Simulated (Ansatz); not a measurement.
**Geometry relaxation, with input and output: C2H7AlBFO (part 2 of 2)**

C2H7AlBFO; RKS PBE0-D4/def2-TZVP (Ansatz 0.2.0). The geometry: PBE-D4/def2-SVP start.

Geometry of the input (Å):
```
B  -0.8894  -0.6818  1.3177
C  0.3603  -1.5407  0.9854
F  0.6894  -1.9086  -0.2882
O  0.6479  -0.1425  1.2646
Al -0.0362  1.1081  0.0548
C  0.3614  0.9407  -1.8475
H  -1.4588  -0.1968  0.2926
H  -1.4935  -0.6075  2.3627
H  0.8859  -2.1855  1.7139
H  -0.3968  2.4248  0.8686
H  1.3279  1.4372  -2.0849
H  -0.4157  1.4377  -2.4670
H  0.4379  -0.1201  -2.1580
```

**Trajectory as extended XYZ, continued**
```
13
Properties=species:S:1:pos:R:3:forces:R:3 step=4 energy=-14218.00452
B    -0.8861   -0.6803    1.3114   -0.0135   0.0116  -0.0011
C     0.3521   -1.5281    0.9879    0.0200  -0.0083   0.0096
F     0.6852   -1.9056   -0.2709    0.0002  -0.0017  -0.0063
O     0.6321   -0.1401    1.2397   -0.0146  -0.0017  -0.0185
Al   -0.0262    1.0803    0.0532    0.0190   0.0167   0.0098
C     0.3639    0.9373   -1.8379   -0.0045  -0.0024   0.0027
H    -1.4516   -0.2066    0.3034   -0.0114  -0.0134  -0.0026
H    -1.4677   -0.6000    2.3442    0.0023  -0.0004   0.0079
H     0.8782   -2.1503    1.7064   -0.0001  -0.0038   0.0056
H    -0.4040    2.3895    0.8461   -0.0021   0.0013   0.0005
H     1.3208    1.4179   -2.0661    0.0060   0.0016  -0.0007
H    -0.3982    1.4510   -2.4312   -0.0023   0.0047  -0.0023
H     0.4217   -0.0996   -2.1716    0.0012  -0.0042  -0.0048
13
Properties=species:S:1:pos:R:3:forces:R:3 step=5 energy=-14218.00427 accepted=F
B    -0.8875   -0.6810    1.3124   -0.0238  -0.0276  -0.0027
C     0.3521   -1.5287    0.9893   -0.0017  -0.0049   0.0189
F     0.6834   -1.9065   -0.2699    0.0005  -0.0044  -0.0044
O     0.6296   -0.1401    1.2381   -0.0011   0.0382  -0.0353
Al   -0.0210    1.0849    0.0533   -0.0227  -0.0498   0.0054
C     0.3652    0.9384   -1.8386    0.0033   0.0073   0.0078
H    -1.4602   -0.2233    0.3027    0.0348   0.0409  -0.0053
H    -1.4638   -0.5973    2.3481    0.0021  -0.0047   0.0073
H     0.8808   -2.1491    1.7075    0.0041  -0.0015   0.0054
H    -0.4063    2.3927    0.8441    0.0036   0.0032   0.0054
H     1.3249    1.4138   -2.0661    0.0077   0.0028  -0.0046
H    -0.3937    1.4587   -2.4299   -0.0069   0.0099  -0.0045
H     0.4167   -0.0972   -2.1765    0.0000  -0.0094   0.0069
13
Properties=species:S:1:pos:R:3:forces:R:3 step=6 energy=-14218.00473
B    -0.8872   -0.6817    1.3114   -0.0093  -0.0034   0.0005
C     0.3528   -1.5292    0.9901   -0.0030   0.0022  -0.0003
F     0.6851   -1.9100   -0.2680    0.0018  -0.0005   0.0003
O     0.6302   -0.1399    1.2366    0.0099  -0.0010  -0.0018
Al   -0.0249    1.0818    0.0525   -0.0002  -0.0006  -0.0007
C     0.3640    0.9391   -1.8391   -0.0011   0.0021  -0.0009
H    -1.4548   -0.2141    0.3021   -0.0002  -0.0017  -0.0003
H    -1.4653   -0.5992    2.3463    0.0018   0.0008   0.0000
H     0.8804   -2.1485    1.7104    0.0000   0.0026   0.0005
H    -0.4054    2.3902    0.8454   -0.0006   0.0004   0.0011
H     1.3241    1.4146   -2.0659   -0.0004  -0.0018   0.0003
H    -0.3948    1.4595   -2.4310    0.0023   0.0000   0.0005
H     0.4159   -0.0972   -2.1760   -0.0007   0.0008   0.0006
13
Properties=species:S:1:pos:R:3:forces:R:3 step=7 energy=-14218.00476
B    -0.8873   -0.6823    1.3110   -0.0064  -0.0046   0.0010
C     0.3534   -1.5293    0.9907    0.0012   0.0026  -0.0002
F     0.6864   -1.9112   -0.2669   -0.0006  -0.0006   0.0002
O     0.6301   -0.1398    1.2356    0.0073   0.0021  -0.0003
Al   -0.0255    1.0818    0.0522   -0.0024   0.0014  -0.0005
C     0.3636    0.9397   -1.8394   -0.0008   0.0019  -0.0010
H    -1.4553   -0.2164    0.3014    0.0018   0.0007   0.0005
H    -1.4646   -0.5987    2.3463    0.0006   0.0000  -0.0009
H     0.8816   -2.1471    1.7118   -0.0016   0.0000   0.0000
H    -0.4068    2.3898    0.8457   -0.0002  -0.0015  -0.0004
H     1.3262    1.4105   -2.0649   -0.0003  -0.0021   0.0005
H    -0.3921    1.4646   -2.4313    0.0018  -0.0004   0.0009
H     0.4107   -0.0965   -2.1774   -0.0004   0.0004   0.0002
13
Properties=species:S:1:pos:R:3:forces:R:3 step=8 energy=-14218.00479
B    -0.8872   -0.6835    1.3105    0.0013  -0.0018   0.0007
C     0.3552   -1.5286    0.9915   -0.0002   0.0019  -0.0006
F     0.6889   -1.9121   -0.2654   -0.0010   0.0004   0.0001
O     0.6304   -0.1387    1.2343    0.0034   0.0021   0.0028
Al   -0.0271    1.0821    0.0517   -0.0042  -0.0015  -0.0008
C     0.3625    0.9404   -1.8397    0.0010   0.0008  -0.0029
H    -1.4552   -0.2195    0.3004    0.0006   0.0014   0.0003
H    -1.4636   -0.5991    2.3462   -0.0008  -0.0006  -0.0013
H     0.8838   -2.1446    1.7139   -0.0005  -0.0009  -0.0012
H    -0.4113    2.3890    0.8456    0.0002   0.0000  -0.0003
H     1.3314    1.3999   -2.0623   -0.0023  -0.0031   0.0002
H    -0.3857    1.4757   -2.4319    0.0027  -0.0014   0.0022
H     0.3981   -0.0956   -2.1800   -0.0001   0.0025   0.0008
13
Properties=species:S:1:pos:R:3:forces:R:3 step=9 energy=-14218.00482
B    -0.8869   -0.6851    1.3102    0.0080  -0.0001   0.0010
C     0.3579   -1.5268    0.9917    0.0007  -0.0006   0.0007
F     0.6927   -1.9104   -0.2650   -0.0012   0.0005  -0.0006
O     0.6302   -0.1365    1.2338   -0.0052   0.0008   0.0045
Al   -0.0304    1.0825    0.0514   -0.0008   0.0028  -0.0017
C     0.3613    0.9402   -1.8395    0.0021  -0.0003  -0.0082
H    -1.4558   -0.2227    0.2999    0.0011   0.0032   0.0002
H    -1.4632   -0.6016    2.3459   -0.0013  -0.0006  -0.0007
H     0.8876   -2.1414    1.7144   -0.0001  -0.0021  -0.0015
H    -0.4162    2.3894    0.8448   -0.0010  -0.0021  -0.0010
H     1.3386    1.3838   -2.0584   -0.0080  -0.0048   0.0020
H    -0.3765    1.4894   -2.4323    0.0059  -0.0042   0.0041
H     0.3810   -0.0956   -2.1822   -0.0003   0.0074   0.0013
13
Properties=species:S:1:pos:R:3:forces:R:3 step=10 energy=-14218.00483
B    -0.8859   -0.6862    1.3105    0.0098   0.0046  -0.0017
C     0.3608   -1.5248    0.9915    0.0008  -0.0047   0.0018
F     0.6964   -1.9069   -0.2654   -0.0007   0.0004  -0.0018
O     0.6303   -0.1341    1.2344   -0.0057   0.0066   0.0023
Al   -0.0326    1.0832    0.0511   -0.0091  -0.0019   0.0015
C     0.3603    0.9395   -1.8395    0.0088   0.0029  -0.0182
H    -1.4553   -0.2235    0.3006   -0.0013  -0.0013   0.0008
H    -1.4624   -0.6042    2.3462   -0.0018  -0.0010  -0.0002
H     0.8918   -2.1388    1.7139    0.0001  -0.0022  -0.0013
H    -0.4267    2.3880    0.8438    0.0044  -0.0004  -0.0016
H     1.3474    1.3641   -2.0544   -0.0196  -0.0100   0.0023
H    -0.3650    1.5049   -2.4329    0.0137  -0.0106   0.0114
H     0.3611   -0.0959   -2.1851    0.0006   0.0177   0.0046
13
Properties=species:S:1:pos:R:3:forces:R:3 step=11 energy=-14218.00486
B    -0.8859   -0.6870    1.3108    0.0075   0.0044   0.0011
C     0.3617   -1.5240    0.9914   -0.0003  -0.0028  -0.0001
F     0.6977   -1.9048   -0.2658    0.0001   0.0006  -0.0007
O     0.6289   -0.1328    1.2351   -0.0036  -0.0001   0.0019
Al   -0.0353    1.0830    0.0508    0.0037  -0.0012  -0.0001
C     0.3599    0.9391   -1.8393    0.0041   0.0013  -0.0190
H    -1.4562   -0.2248    0.3011   -0.0023   0.0005  -0.0016
H    -1.4631   -0.6067    2.3463   -0.0013  -0.0004  -0.0001
H     0.8936   -2.1378    1.7132    0.0002  -0.0003  -0.0007
H    -0.4247    2.3895    0.8427   -0.0024   0.0006   0.0006
H     1.3491    1.3595   -2.0527   -0.0193  -0.0090   0.0046
H    -0.3622    1.5080   -2.4333    0.0134  -0.0105   0.0100
H     0.3568   -0.0960   -2.1857    0.0002   0.0169   0.0039
13
Properties=species:S:1:pos:R:3:forces:R:3 step=12 energy=-14218.00488
B    -0.8855   -0.6865    1.3109    0.0014  -0.0011   0.0003
C     0.3619   -1.5238    0.9912    0.0003  -0.0028   0.0000
F     0.6980   -1.9038   -0.2662   -0.0003   0.0004   0.0002
O     0.6288   -0.1326    1.2357   -0.0015   0.0012   0.0010
Al   -0.0352    1.0830    0.0510    0.0005   0.0002  -0.0013
C     0.3598    0.9387   -1.8392    0.0028   0.0018  -0.0128
H    -1.4564   -0.2249    0.3011    0.0012   0.0021   0.0001
H    -1.4633   -0.6070    2.3462    0.0000   0.0005   0.0001
H     0.8939   -2.1378    1.7128    0.0000   0.0001  -0.0005
H    -0.4254    2.3895    0.8425   -0.0012  -0.0004   0.0000
H     1.3493    1.3580   -2.0522   -0.0117  -0.0057   0.0026
H    -0.3613    1.5085   -2.4331    0.0085  -0.0064   0.0070
H     0.3557   -0.0960   -2.1860    0.0001   0.0102   0.0033
13
Properties=species:S:1:pos:R:3:forces:R:3 step=13 energy=-14218.00490
B    -0.8849   -0.6869    1.3113   -0.0013  -0.0006   0.0004
C     0.3631   -1.5232    0.9912    0.0000   0.0009  -0.0015
F     0.6995   -1.9022   -0.2664   -0.0005   0.0002   0.0009
O     0.6284   -0.1316    1.2362    0.0026  -0.0005   0.0004
Al   -0.0365    1.0829    0.0506   -0.0016   0.0007   0.0002
C     0.3595    0.9383   -1.8393    0.0012   0.0017  -0.0033
H    -1.4563   -0.2252    0.3017    0.0001  -0.0004   0.0000
H    -1.4630   -0.6080    2.3464    0.0001  -0.0002  -0.0002
H     0.8959   -2.1369    1.7124   -0.0003   0.0003   0.0002
H    -0.4292    2.3890    0.8417    0.0001  -0.0006  -0.0005
H     1.3523    1.3499   -2.0503   -0.0023  -0.0017   0.0005
H    -0.3562    1.5146   -2.4330    0.0019  -0.0014   0.0019
H     0.3478   -0.0955   -2.1877    0.0000   0.0014   0.0010
13
Properties=species:S:1:pos:R:3:forces:R:3 step=14 energy=-14218.00490
B    -0.8843   -0.6875    1.3115   -0.0008  -0.0018  -0.0004
C     0.3647   -1.5221    0.9912    0.0004   0.0018  -0.0006
F     0.7015   -1.9003   -0.2666   -0.0004   0.0001   0.0006
O     0.6283   -0.1301    1.2363   -0.0011  -0.0012  -0.0006
Al   -0.0386    1.0830    0.0503   -0.0007   0.0011   0.0006
C     0.3590    0.9380   -1.8393    0.0009   0.0013  -0.0012
H    -1.4566   -0.2267    0.3020    0.0012  -0.0001   0.0006
H    -1.4627   -0.6097    2.3466    0.0007   0.0003   0.0000
H     0.8985   -2.1352    1.7122   -0.0001   0.0001   0.0004
H    -0.4337    2.3887    0.8408    0.0004  -0.0004  -0.0003
H     1.3567    1.3387   -2.0477   -0.0016  -0.0011   0.0002
H    -0.3492    1.5232   -2.4331    0.0011  -0.0010   0.0006
H     0.3368   -0.0951   -2.1894    0.0000   0.0009   0.0001
13
Properties=species:S:1:pos:R:3:forces:R:3 step=15 energy=-14218.00490
B    -0.8840   -0.6882    1.3117   -0.0006   0.0002  -0.0002
C     0.3661   -1.5212    0.9911    0.0004   0.0010   0.0003
F     0.7032   -1.8988   -0.2667    0.0000   0.0000   0.0002
O     0.6278   -0.1289    1.2364   -0.0003  -0.0007  -0.0013
Al   -0.0405    1.0832    0.0500    0.0006   0.0003   0.0007
C     0.3585    0.9378   -1.8392    0.0006   0.0005  -0.0015
H    -1.4567   -0.2279    0.3022   -0.0002  -0.0006   0.0002
H    -1.4623   -0.6110    2.3468    0.0001  -0.0003   0.0001
H     0.9007   -2.1337    1.7120    0.0000   0.0000   0.0002
H    -0.4372    2.3887    0.8401    0.0001   0.0000   0.0001
H     1.3603    1.3295   -2.0454   -0.0024  -0.0011   0.0003
H    -0.3435    1.5302   -2.4334    0.0017  -0.0015   0.0008
H     0.3277   -0.0946   -2.1908    0.0001   0.0021   0.0002
```

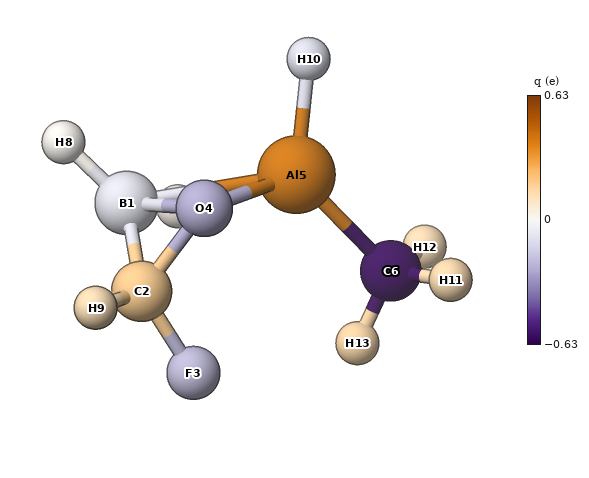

Figure 1. Mulliken charges, as the colour of each atom (ball-and-stick view, seen at a tilt; atoms are numbered from 1 in the order of the input). By element: B −0.07, C −0.60 to +0.18, F −0.20, O −0.23, Al +0.41 and H −0.10 to +0.16 e.
